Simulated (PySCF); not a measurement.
# HS− (SMILES [SH-]): FCI/SBKJC (core potential)

Aim: the energy change on altering one bond length of HS− at FCI/SBKJC (core potential), from 2 runs. The job is set up through a Python script.

Program for the calculation: PySCF 2.14.0.

13 further runs of the same task are left out: 3 that didn't finish, 10 set aside as unsound or not needed.

## 1. The system as given

The species is HS− (2 atoms), meant as a singlet with charge -1. As SMILES, `[SH-]`. The shape is that of a PBE0-D4/def2-TZVPD optimisation.

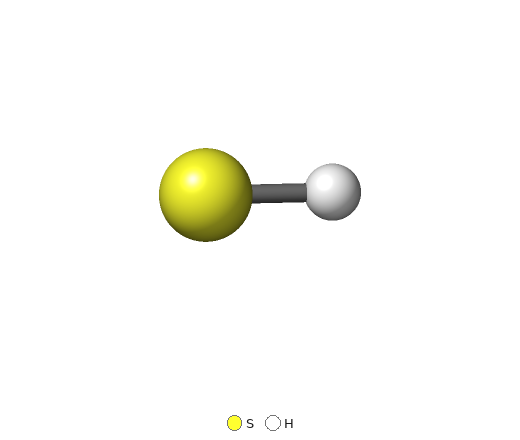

Viewed from a chosen angle; sulfur yellow, hydrogen white.

## 2. The energy at FCI/SBKJC (core potential)

input.xyz reads:

```xyz
2

S      0.574700    -0.187900     0.295500
H     -0.574700     0.187900    -0.295500
```

job.py reads:

```python
from pyscf import gto, scf, mcscf
from pyscf import fci

molecule = gto.M(
    atom='input.xyz',
    basis='sbkjc',
    charge=-1,
    ecp={'S': 'sbkjc'},
    verbose=4,
    max_memory=1860,
)

myscf = scf.RHF(molecule)
myscf.conv_tol = 1e-10
myscf.kernel()
if not myscf.converged:
    myscf = myscf.newton().run(myscf.mo_coeff, myscf.mo_occ)

cas = mcscf.CASCI(myscf, myscf.mo_coeff.shape[-1] - 0, (molecule.nelec[0] - 0, molecule.nelec[1] - 0))  # full CI above the frozen core
cas.fcisolver = fci.direct_spin0.FCI(molecule)  # even spin states alone
cas.kernel()
print('<S^2> = %.4f' % cas.fcisolver.spin_square(cas.ci, cas.ncas, cas.nelecas)[0])
e_tot = cas.e_tot
print('E(%s) = %.9f' % ('FCI', e_tot))
```

Started as:

```sh
OMP_NUM_THREADS=1 python job.py
```

The program printed:

```text
PySCF version 2.14.0

[INPUT] num. atoms = 2
[INPUT] num. electrons = 8
[INPUT] charge = -1
[INPUT] spin (= nelec alpha-beta = 2S) = 0
[INPUT] symmetry False subgroup None
[INPUT] Mole.unit = angstrom
[INPUT] Symbol           X                Y                Z      unit          X                Y                Z       unit  Magmom
[INPUT]  1 S      0.574700000000  -0.187900000000   0.295500000000 AA    1.086025603788  -0.355079538806   0.558414069809 Bohr   0.0
[INPUT]  2 H     -0.574700000000   0.187900000000  -0.295500000000 AA   -1.086025603788   0.355079538806  -0.558414069809 Bohr   0.0

nuclear repulsion = 2.35894595498088
number of shells = 6
number of NR pGTOs = 19
number of NR cGTOs = 10
basis = sbkjc
ecp = {'S': 'sbkjc'}

******** <class 'pyscf.scf.hf.RHF'> ********
method = RHF
initial guess = minao
damping factor = 0
level_shift factor = 0
DIIS = <class 'pyscf.scf.diis.CDIIS'>
diis_start_cycle = 1
diis_space = 8
diis_damp = 0
SCF conv_tol = 1e-10
SCF conv_tol_grad = None
SCF max_cycles = 50
direct_scf = True
direct_scf_tol = 1e-13
Set gradient conv threshold to 1e-05
Initial guess from minao.
init E= -9.81934672451784
  HOMO = -0.156030585312927  LUMO = 0.235962623901195  gap/eV = 10.66668
cycle= 1 E= -10.4874038881658  delta_E= -0.668  |g|= 0.203  |ddm|= 1.97
  HOMO = -0.0371608208664158  LUMO = 0.482454245353044  gap/eV = 14.13945
cycle= 2 E= -10.5031479212685  delta_E= -0.0157  |g|= 0.0495  |ddm|= 0.429
  HOMO = -0.0774749757986382  LUMO = 0.467247580138162  gap/eV = 14.82266
cycle= 3 E= -10.5041834889546  delta_E= -0.00104  |g|= 0.00318  |ddm|= 0.0836
  HOMO = -0.0760810608549621  LUMO = 0.469283295026436  gap/eV = 14.84012
cycle= 4 E= -10.5041899283503  delta_E= -6.44e-06  |g|= 0.000517  |ddm|= 0.0129
  HOMO = -0.076100947035859  LUMO = 0.469275721070878  gap/eV = 14.84046
cycle= 5 E= -10.5041901023623  delta_E= -1.74e-07  |g|= 3.38e-05  |ddm|= 0.00215
  HOMO = -0.076109408199439  LUMO = 0.469288361083642  gap/eV = 14.84103
cycle= 6 E= -10.5041901030358  delta_E= -6.73e-10  |g|= 3.33e-06  |ddm|= 8.4e-05
  HOMO = -0.0761084354408957  LUMO = 0.469287364615956  gap/eV = 14.84098
cycle= 7 E= -10.5041901030456  delta_E= -9.75e-12  |g|= 3.45e-07  |ddm|= 1.17e-05
  HOMO = -0.0761086483594476  LUMO = 0.469287668755371  gap/eV = 14.84099
Extra cycle  E= -10.5041901030456  delta_E= -7.28e-14  |g|= 1.01e-07  |ddm|= 6.9e-07
converged SCF energy = -10.5041901030456

******** <class 'pyscf.mcscf.casci.CASCI'> ********
CAS (4e+4e, 10o), ncore = 0, nvir = 0
natorb = False
canonicalization = True
sorting_mo_energy = False
******** <class 'pyscf.fci.direct_spin0.FCISolver'> ********
max. cycles = 100
conv_tol = 1e-10
davidson only = False
linear dependence = 1e-14
level shift = 0.001
max iter space = 12
nroots = 1
pspace_size = 400
spin = None
Density matrix diagonal elements [1.99156157e+00 1.96613941e+00 1.98383584e+00 1.98383584e+00
 2.26700162e-02 1.29489330e-02 1.58550028e-02 1.58550028e-02
 5.42940308e-03 1.86897144e-03]
CASCI converged
CASCI E = -10.5575048633381  E(CI) = -12.9164508183189  S^2 = 0.0000000
<S^2> = 0.0000
E(FCI) = -10.557504863
```

It took 1 s on 1 thread of Arm Neoverse V1, shared host; peak memory 0.12 GiB.

## 3. The distorted shape at the same level

input.py reads:

```python
from pyscf import gto, mcscf
from pyscf import fci

molecule = gto.M(
    atom='''
S      3.692444    -1.207255     1.898585
H     -1.086026     0.355080    -0.558414
''',
    max_memory=1860,
    verbose=4,
    ecp={'S': 'sbkjc'},
    unit='bohr',
    spin=0,
    charge=-1,
    basis='sbkjc',
)

calc0 = molecule.RHF()
calc0.conv_tol = 1e-10
calc0.kernel()
if not calc0.converged:
    calc0 = calc0.newton().run(calc0.mo_coeff, calc0.mo_occ)

cas = mcscf.CASCI(calc0, calc0.mo_coeff.shape[-1] - 0, (molecule.nelec[0] - 0, molecule.nelec[1] - 0))  # full CI above the frozen core
cas.fcisolver = fci.direct_spin0.FCI(molecule)  # even spin states alone
cas.kernel()
print('<S^2> = %.4f' % cas.fcisolver.spin_square(cas.ci, cas.ncas, cas.nelecas)[0])
energy = cas.e_tot
print('E(%s) = %.9f' % ('FCI', energy))
```

Started as:

```sh
OMP_NUM_THREADS=1 python input.py
```

The program printed:

```text
PySCF version 2.14.0

[INPUT] num. atoms = 2
[INPUT] num. electrons = 8
[INPUT] charge = -1
[INPUT] spin (= nelec alpha-beta = 2S) = 0
[INPUT] symmetry False subgroup None
[INPUT] Mole.unit = bohr
[INPUT] Symbol           X                Y                Z      unit          X                Y                Z       unit  Magmom
[INPUT]  1 S      1.953957217398  -0.638851833769   1.004687914995 AA    3.692444000000  -1.207255000000   1.898585000000 Bohr   0.0
[INPUT]  2 H     -0.574700209667   0.187900244053  -0.295499963059 AA   -1.086026000000   0.355080000000  -0.558414000000 Bohr   0.0

nuclear repulsion = 1.07225786987913
number of shells = 6
number of NR pGTOs = 19
number of NR cGTOs = 10
basis = sbkjc
ecp = {'S': 'sbkjc'}

******** <class 'pyscf.scf.hf.RHF'> ********
method = RHF
initial guess = minao
damping factor = 0
level_shift factor = 0
DIIS = <class 'pyscf.scf.diis.CDIIS'>
diis_start_cycle = 1
diis_space = 8
diis_damp = 0
SCF conv_tol = 1e-10
SCF conv_tol_grad = None
SCF max_cycles = 50
direct_scf = True
direct_scf_tol = 1e-13
Set gradient conv threshold to 1e-05
Initial guess from minao.
init E= -9.61761745614241
  HOMO = -0.141835282933191  LUMO = -0.114064916487151  gap/eV = 0.75567
cycle= 1 E= -10.3291120889241  delta_E= -0.711  |g|= 0.106  |ddm|=  2.1
  HOMO = -0.078825826691559  LUMO = 0.179499566554453  gap/eV = 7.02939
cycle= 2 E= -10.3346949224686  delta_E= -0.00558  |g|= 0.0212  |ddm|= 0.161
  HOMO = -0.0878210171285502  LUMO = 0.174047423990332  gap/eV = 7.12580
cycle= 3 E= -10.3350784702543  delta_E= -0.000384  |g|= 0.00506  |ddm|= 0.0501
  HOMO = -0.0854142629166953  LUMO = 0.176906899626058  gap/eV = 7.13812
cycle= 4 E= -10.3351101264991  delta_E= -3.17e-05  |g|= 0.00176  |ddm|= 0.0184
  HOMO = -0.0848220061960883  LUMO = 0.17697482658503  gap/eV = 7.12385
cycle= 5 E= -10.335111665797  delta_E= -1.54e-06  |g|= 0.000148  |ddm|= 0.00333
  HOMO = -0.0847902014509933  LUMO = 0.177000579202896  gap/eV = 7.12369
cycle= 6 E= -10.3351116854011  delta_E= -1.96e-08  |g|= 8.51e-06  |ddm|= 0.000382
  HOMO = -0.0847878785882905  LUMO = 0.177002014362131  gap/eV = 7.12367
cycle= 7 E= -10.3351116854524  delta_E= -5.13e-11  |g|= 9.43e-07  |ddm|= 1.58e-05
  HOMO = -0.0847882140727554  LUMO = 0.177002046607558  gap/eV = 7.12368
Extra cycle  E= -10.3351116854527  delta_E= -2.95e-13  |g|= 4.49e-07  |ddm|= 1.98e-06
converged SCF energy = -10.3351116854527

******** <class 'pyscf.mcscf.casci.CASCI'> ********
CAS (4e+4e, 10o), ncore = 0, nvir = 0
natorb = False
canonicalization = True
sorting_mo_energy = False
******** <class 'pyscf.fci.direct_spin0.FCISolver'> ********
max. cycles = 100
conv_tol = 1e-10
davidson only = False
linear dependence = 1e-14
level shift = 0.001
max iter space = 12
nroots = 1
pspace_size = 400
spin = None
Density matrix diagonal elements [1.99258974e+00 1.97976841e+00 1.97976841e+00 1.43039460e+00
 5.55128602e-01 1.97257340e-02 1.97257340e-02 1.23103942e-02
 8.86205798e-03 1.72632647e-03]
CASCI converged
CASCI E = -10.4582520442182  E(CI) = -11.5305099140974  S^2 = 0.0000000
<S^2> = 0.0000
E(FCI) = -10.458252044
```

It took 1.1 s on 1 thread of Arm Neoverse V1, shared host; peak memory 0.12 GiB.

## 4. Outcome

At FCI/SBKJC (core potential):

| quantity | value |
| --- | --- |
| first shape: total energy | -10.55750 Eh |
| first shape: HOMO energy (Hartree–Fock orbitals) | -2.07 eV |
| first shape: LUMO energy (Hartree–Fock orbitals) | 12.77 eV |
| first shape: HOMO–LUMO gap (to an unbound level, set by the basis) | 14.84 eV |
| first shape: correlation energy | -53.3 mEh |
| distorted shape: total energy | -10.45825 Eh |
| distorted shape: HOMO energy (Hartree–Fock orbitals) | -2.31 eV |
| distorted shape: LUMO energy (Hartree–Fock orbitals) | 4.82 eV |
| distorted shape: HOMO–LUMO gap (to an unbound level, set by the basis) | 7.12 eV |
| distorted shape: correlation energy | -123.1 mEh |
| energy change with the S1–H2 bond stretched from 1.346 to 2.961 Å | 2.701 eV |

**Reading.** With the S1–H2 bond stretched from 1.346 to 2.961 Å the energy rises by 2.70 eV (62 kcal/mol). The first shape isn't relaxed at this level, so the change isn't measured from a minimum.
